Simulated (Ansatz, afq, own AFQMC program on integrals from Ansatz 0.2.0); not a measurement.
# GeHO (doublet): AFQMC on the coupled-cluster ladder at scale of all distances = 1.309, cc-pVDZ, part 2 of 2

Ansatz 0.2.0, Gaussian basis, and an in-house AFQMC program (afq) on its integrals; all values are calculated; cc-pVDZ, frozen cores.

### Step 12. CCSD(T) on ROHF

in.yaml reads:

```yaml
crystal:
  periodic: [false, false, false]
  atoms:
    - {symbol: Ge, position_ang: [0.000000, 0.017537, 0.449315]}
    - {symbol: O, position_ang: [0.000000, -0.140390, -1.883318]}
    - {symbol: H, position_ang: [0.000000, 0.964618, -2.486502]}
basis:
  gaussian: {orbitals: cc-pVDZ}
magnetization: {spin_polarized: false, initial_magnetization: 1}
correlation: {method: ccsd_t, electrons: outside_noble_gas, hamiltonian_folder: ham}
```

Launch:

```
> ansatz run in.yaml --threads 1 --pin off --events-out ev --progress --plain --max-ram 1382MiB
```

The program printed, shortened:

```text
Functional definition: HF
  name "HF"
  cite "Fock, Z. Phys. 61, 126 (1930) doi:10.1007/BF01340294"
  parent pbe
[...]
504 factors; integrals over basis functions are off by at most 8.0e-4 eV
[...]
mean field -58522.09978843 eV, -2150.6474995207 hartree, gradient 1.3e-6 eV, S^2 0.750000; 16 other end points of the search recorded, 0 dependent functions left out
[...]
determinant -58522.09978843 eV, -2150.6474995207 hartree, with singles and doubles -58530.07863320 eV, -2150.9407166580 hartree
determinant -58521.98407886 eV, -2150.6432472725 hartree, with singles and doubles -58529.87222111 eV, -2150.9331311535 hartree
determinant -58520.09962800 eV, -2150.5739949807 hartree, with singles and doubles -58527.12644991 eV, -2150.8322259229 hartree
determinant -58519.70413401 eV, -2150.5594608448 hartree, with singles and doubles -58526.78088575 eV, -2150.8195266745 hartree
determinant -58519.67814795 eV, -2150.5585058745 hartree, with singles and doubles -58527.75793358 eV, -2150.8554325200 hartree
determinant -58522.09978843 eV, -2150.6474995207 hartree, with singles and doubles -58530.08277560 eV, -2150.9408688882 hartree
determinant -58521.98407886 eV, -2150.6432472725 hartree, with singles and doubles -58529.87408794 eV, -2150.9331997583 hartree
[...]
15 core orbitals not correlated: weight in the atoms' cores, before any rotation towards them, 1.000 or more for the frozen orbitals, at most 0.000 for the correlated occupied ones
reference -58522.09978843 eV, -2150.6474995207 hartree; 6, 5 occupied and 25, 26 virtual orbitals, 504 factors
second order -7.45645953 eV of doubles, -0.05660954 eV of singles
cycle   1  -7.98298658 eV  change    5.9e-7 eV  update   2.3e-6
perturbative correction -0.34689233 eV, -0.0127480580 hartree
Total energy: -58530.42966734 eV, -2150.9536169245 hartree
```

Wall time 14 s (1 thread of Arm Neoverse V1, shared host).

From the report: correlation -8.3299 eV; T1 0.050; largest double amplitude 0.11.

This run also writes the integrals to the folder ham.

### Step 13. CCSDT(Q) on ROHF

in.yaml, as its differences from that of step 12:

```diff
@@ -9,2 +9,2 @@
 magnetization: {spin_polarized: false, initial_magnetization: 1}
-correlation: {method: ccsd_t, electrons: outside_noble_gas, hamiltonian_folder: ham}
+correlation: {method: ccsdt_q, electrons: outside_noble_gas}
```

Launched as before.

The program printed, shortened:

```text
Functional definition: HF
  name "HF"
  cite "Fock, Z. Phys. 61, 126 (1930) doi:10.1007/BF01340294"
  parent pbe
[...]
842 factors; integrals over basis functions are off by at most 2.0e-7 eV
[...]
mean field -58522.09989780 eV, -2150.6475035400 hartree, gradient 1.9e-6 eV, S^2 0.750000; 15 other end points of the search recorded, 0 dependent functions left out
[...]
determinant -58522.09989780 eV, -2150.6475035400 hartree, with singles and doubles -58530.07874626 eV, -2150.9407208128 hartree
determinant -58521.98418919 eV, -2150.6432513270 hartree, with singles and doubles -58529.87233501 eV, -2150.9331353391 hartree
determinant -58520.09973443 eV, -2150.5739988922 hartree, with singles and doubles -58527.12656227 eV, -2150.8322300522 hartree
determinant -58519.70425173 eV, -2150.5594651708 hartree, with singles and doubles -58526.78101973 eV, -2150.8195315982 hartree
determinant -58519.67827699 eV, -2150.5585106166 hartree, with singles and doubles -58527.75808290 eV, -2150.8554380072 hartree
determinant -58522.09989780 eV, -2150.6475035400 hartree, with singles and doubles -58530.08288860 eV, -2150.9408730410 hartree
determinant -58521.98418919 eV, -2150.6432513270 hartree, with singles and doubles -58529.87421682 eV, -2150.9332044946 hartree
[...]
15 core orbitals not correlated: weight in the atoms' cores, before any rotation towards them, 1.000 or more for the frozen orbitals, at most 0.000 for the correlated occupied ones
reference -58522.09989780 eV, -2150.6475035400 hartree; 6, 5 occupied and 25, 26 virtual orbitals, 842 factors
second order -7.45648119 eV of doubles, -0.05660986 eV of singles
cycle   1  -7.39015343 eV  change    1.2e-1 eV  update   1.7e-1
[...]
cycle  29  -8.36990335 eV  change   -5.1e-7 eV  update   1.1e-6
perturbative correction -0.05115244 eV, -0.0018798174 hartree
Total energy: -58530.52095358 eV, -2150.9569716320 hartree
```

Wall time 33 s (1 thread of Arm Neoverse V1, shared host); peak memory 0.33 GiB.

From the report: correlation -8.4211 eV; T1 0.058; largest double amplitude 0.13.

### Step 14. Phaseless AFQMC, CISD trial on ROHF

It reads the integrals that the CCSD(T) run on this determinant wrote.

Launch:

```
> afq ham --method phaseless --trial cisd --walkers 60 --populations 1 --least-time 40 --time-step 0.005 --steps-per-block 50 --equilibration-blocks 40 --max-blocks 300 --target-error 0.0008 --factor-cut 1e-05 --start spin_pure --seed 5326 --release-times 0.24,0.51,0.99,1.62,2.4 --release-step 0.03 --release-every 4 --taylor-order 6
```

The program printed:

```text
orbitals 31  electrons 6 5  factors 217 of 504
reference energy -2150.64749952 Eh
CCSD correlation -0.29336915 Eh in 19 cycles, weight of the determinant in the CISD state 0.8284
energy of the start -2150.940860 Eh
 block  time / (1/Eh)  mean weight  energy / Eh
     1     0.250  0.9981  -2150.937082
     2     0.500  0.9999  -2150.940341
     3     0.750  0.9981  -2150.941941
     4     1.000  0.9999  -2150.947292
     5     1.250  1.0005  -2150.946571
     6     1.500  1.0006  -2150.952185
     7     1.750  0.9997  -2150.946103
     8     2.000  1.0010  -2150.940506
     9     2.250  1.0001  -2150.946249
    10     2.500  1.0008  -2150.948435
    17     4.250  1.0007  -2150.955385
    25     6.250  0.9998  -2150.960504
    33     8.250  0.9994  -2150.946888
    41    10.250  0.9999  -2150.976771
    49    12.250  1.0005  -2150.960715
    57    14.250  0.9985  -2150.952031
    65    16.250  0.9984  -2150.947192
    73    18.250  1.0006  -2150.946575
    81    20.250  0.9964  -2150.972020
    89    22.250  1.0029  -2150.942452
    97    24.250  0.9986  -2150.948493
   105    26.250  1.0018  -2150.973091
   113    28.250  0.9983  -2150.963622
   121    30.250  1.0025  -2150.939085
   129    32.250  0.9965  -2150.962166
   137    34.250  1.0002  -2150.941797
   145    36.250  1.0018  -2150.949751
   153    38.250  0.9954  -2150.969608
   161    40.250  1.0028  -2150.951156
   169    42.250  0.9981  -2150.944400
   177    44.250  1.0023  -2150.952157
   185    46.250  0.9993  -2150.957667
   193    48.250  1.0016  -2150.967020
   201    50.250  0.9996  -2150.963306
   209    52.250  0.9996  -2150.958839
   217    54.250  0.9989  -2150.949498
   225    56.250  1.0014  -2150.933004
   233    58.250  1.0015  -2150.941820
   241    60.250  0.9963  -2150.955003
   249    62.250  0.9993  -2150.962240
   257    64.250  0.9993  -2150.946118
   265    66.250  0.9987  -2150.955424
   273    68.250  1.0011  -2150.947767
   281    70.250  1.0022  -2150.954503
   289    72.250  1.0002  -2150.958723
   297    74.250  1.0019  -2150.950941
   305    76.250  1.0015  -2150.950977
   313    78.250  0.9977  -2150.945506
   321    80.250  0.9990  -2150.945703
   329    82.250  1.0022  -2150.960107
   337    84.250  1.0026  -2150.935192
blocks merged  error / Eh  count
     1  0.000679  300
     2  0.000781  150
     4  0.000875  75
     8  0.000938  37
    16  0.000903  18
    32  0.000978  9
released: time / (1/Eh)  energy / Eh  error  mean overlap
  0.24  -2150.955061  0.001625  0.9978
  0.51  -2150.954564  0.001215  1.0027
  0.99  -2150.955536  0.001582  0.9917
  1.62  -2150.954166  0.001726  1.0077
  2.40  -2150.953968  0.002885  1.0413
energy -2150.952237 +/- 0.000938 Eh
```

Wall time 5.3 min (1 thread of Arm Neoverse V1, shared host).

Energy -58530.3921 ± 0.0255 eV. Caveats: constraint bias not in the error.

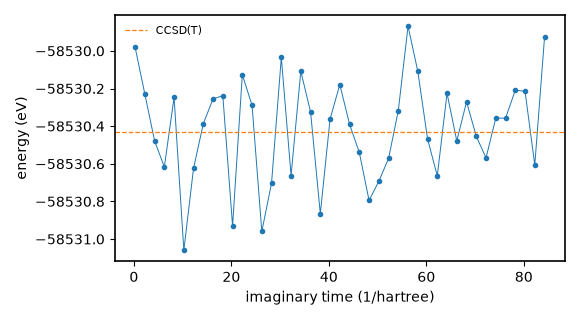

Block energies along the walk.

### Step 15. Phaseless AFQMC, single-determinant trial on ROHF

It reads the integrals that the CCSD(T) run on this determinant wrote.

Launch:

```
> afq ham --method phaseless --trial hf --walkers 120 --populations 1 --least-time 40 --time-step 0.005 --steps-per-block 20 --equilibration-blocks 160 --max-blocks 600 --target-error 0.0024000000000000002 --factor-cut 1e-05 --start spin_pure --seed 3200 --taylor-order 6
```

The program printed:

```text
orbitals 31  electrons 6 5  factors 217 of 504
reference energy -2150.64749952 Eh
CCSD correlation -0.29336915 Eh in 19 cycles, weight of the determinant in the CISD state 0.8284
energy of the start -2150.647534 Eh
 block  time / (1/Eh)  mean weight  energy / Eh
     1     0.100  1.0011  -2150.721245
     2     0.200  1.0016  -2150.762862
     3     0.300  1.0014  -2150.804060
     4     0.400  1.0026  -2150.820611
     5     0.500  1.0027  -2150.838671
     6     0.600  1.0008  -2150.859953
     7     0.700  1.0016  -2150.862415
     8     0.800  0.9987  -2150.890566
     9     0.900  1.0003  -2150.902015
    10     1.000  1.0042  -2150.893324
    20     2.000  1.0002  -2150.889638
    39     3.900  1.0011  -2150.917186
    58     5.800  0.9987  -2150.982700
    77     7.700  0.9974  -2150.953977
    96     9.600  0.9997  -2150.990502
   115    11.500  1.0013  -2151.009798
   134    13.400  0.9972  -2150.980024
   153    15.300  0.9998  -2150.923508
   172    17.200  1.0000  -2150.923104
   191    19.100  1.0014  -2150.956084
   210    21.000  1.0037  -2150.925011
   229    22.900  1.0000  -2151.037374
   248    24.800  0.9999  -2150.908749
   267    26.700  0.9997  -2150.947842
   286    28.600  0.9963  -2150.933359
   305    30.500  1.0003  -2151.011369
   324    32.400  1.0019  -2150.954389
   343    34.300  1.0006  -2150.942585
   362    36.200  1.0004  -2150.943971
   381    38.100  0.9986  -2150.941530
   400    40.000  0.9995  -2150.975133
   419    41.900  1.0009  -2150.932334
   438    43.800  0.9971  -2150.951740
   457    45.700  1.0010  -2151.030517
   476    47.600  0.9996  -2150.926467
   495    49.500  1.0002  -2150.985819
   514    51.400  1.0012  -2151.004571
   533    53.300  1.0016  -2151.011885
   552    55.200  1.0019  -2150.895710
   571    57.100  0.9981  -2151.032749
   590    59.000  0.9994  -2150.879188
   609    60.900  0.9919  -2151.012642
   628    62.800  1.0052  -2151.243214
   647    64.700  1.0008  -2150.948857
   666    66.600  0.9991  -2150.984898
   685    68.500  0.9998  -2150.977854
   704    70.400  1.0012  -2150.964003
   723    72.300  1.0003  -2150.928890
   742    74.200  1.0009  -2150.960013
blocks merged  error / Eh  count
     1  0.002270  600
     2  0.003010  300
     4  0.003996  150
     8  0.005123  75
    16  0.005760  37
    32  0.006848  18
    64  0.006258  9
energy -2150.967067 +/- 0.006848 Eh
```

It took 3.7 min on 1 thread of Arm Neoverse V1, shared host.

Energy -58530.7957 ± 0.1863 eV. Caveats: constraint bias not in the error; error above the target.

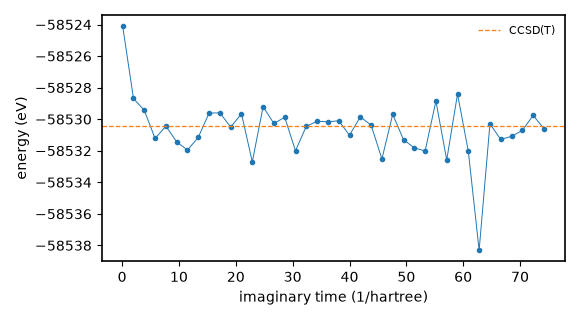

Block energies along the walk.

### Step 16. All levels side by side

On the UHF determinant, counted from CCSDT(Q) (a yardstick, not exact):

```csv
level,energy (eV),from CCSDT(Q) (kcal/mol),statistical error (kcal/mol),time
HF,-58522.2296,+192.40,,
MP2,-58529.1706,+32.33,,
CCSD,-58530.0931,+11.06,,
CCSD(T),-58530.3888,+4.24,,
CCSDT(Q),-58530.5727,0.00,,
"Phaseless AFQMC, CISD trial, step 0.005, 60 walkers",-58530.4263,+3.38,0.58,5.4 min
"Phaseless AFQMC, single-determinant trial, step 0.005, 120 walkers",-58530.5357,+0.85,2.40,3.6 min
```

On the ROHF determinant, counted from CCSDT(Q) (a yardstick, not exact):

```csv
level,energy (eV),from CCSDT(Q) (kcal/mol),statistical error (kcal/mol),time
HF,-58522.0998,+194.20,,
MP2,-58529.6129,+20.94,,
CCSD,-58530.0828,+10.10,,
CCSD(T),-58530.4297,+2.11,,
CCSDT(Q),-58530.5210,0.00,,
"Phaseless AFQMC, CISD trial, step 0.005, 60 walkers",-58530.3921,+2.97,0.59,5.3 min
"Phaseless AFQMC, single-determinant trial, step 0.005, 120 walkers",-58530.7957,-6.34,4.30,3.7 min
```

The functionals' totals stand on their own zeros and serve differences with other points: PBE -58567.104 eV; r2SCAN -58576.070 eV; PBE0 -58567.955 eV; B3LYP -58578.791 eV; wB97M-V -58573.564 eV; B2PLYP -58564.459 eV.

### Step 17. Results

The summary covers parts 1 to 2.

| quantity | value |
| --- | --- |
| CCSD(T) on UHF from CCSDT(Q) | +4.24 kcal/mol |
| Phaseless AFQMC, CISD trial on UHF from CCSDT(Q) | +3.38 ± 0.58 kcal/mol |
| Phaseless AFQMC, single-determinant trial on UHF from CCSDT(Q) | +0.85 ± 2.40 kcal/mol |
| CCSD(T) on ROHF from CCSDT(Q) | +2.11 kcal/mol |
| Phaseless AFQMC, CISD trial on ROHF from CCSDT(Q) | +2.97 ± 0.59 kcal/mol |
| Phaseless AFQMC, single-determinant trial on ROHF from CCSDT(Q) | -6.34 ± 4.30 kcal/mol |

On UHF the phaseless walk with the CISD trial lies +3.38 kcal/mol from CCSDT(Q), 6 times its error bar. On ROHF the phaseless walk with the CISD trial lies +2.97 kcal/mol from CCSDT(Q), 5 times its error bar. Error bars are statistical and leave out the constraint, the time step and what remains of the start.
